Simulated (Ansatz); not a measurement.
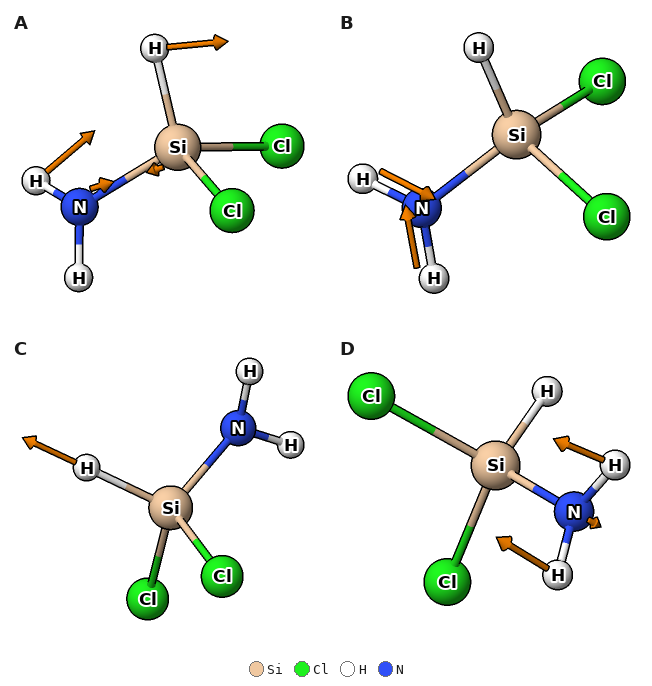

4 normal modes of one molecule or complex, as arrows. Harmonic vibrations computed with RKS PBE0-D4/def2-TZVP (Ansatz 0.2.0) at a stationary point of the same level.

> Match the panels to the wavenumbers 392 cm⁻¹, 915 cm⁻¹, 2293 cm⁻¹, 3601 cm⁻¹.

A: 915 cm⁻¹
B: 3601 cm⁻¹, in-phase stretching of 2 N–H bonds
C: 2293 cm⁻¹, Si–H stretching
D: 392 cm⁻¹
